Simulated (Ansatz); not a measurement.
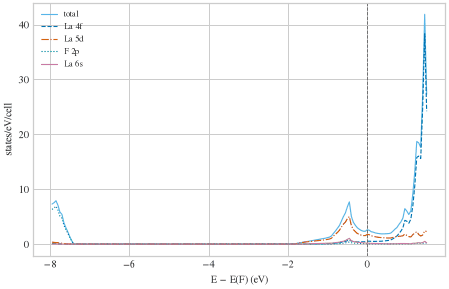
Fig. 1. Total and projected density of states of LaF in space group P6_3/mmc (No. 194; La on 2c, F on 2d), LDA in the plane-wave PAW code Ansatz

**Question.** Which orbitals carry the states next to the Fermi level?

**Answer.** Within 0.5 eV of the Fermi level: La 5d 66 %, La 4f 17 %, La 6s 9 %. Projections are on Löwdin-orthogonalised atomic valence shells; empty p or d shells of many metals are not among them.

The first step of the workflow began from a Materials Project structure, measured or hypothetical; the Crystallography Open Database copy checked does not list it. Its standing as an ambient phase is unchecked. The LDA relaxation kept the symmetry of its start; its stability against distortions is not shown here. Spin–orbit coupling is left out wherever it is not named.

Potentials: the later of the program's two PAW sets.
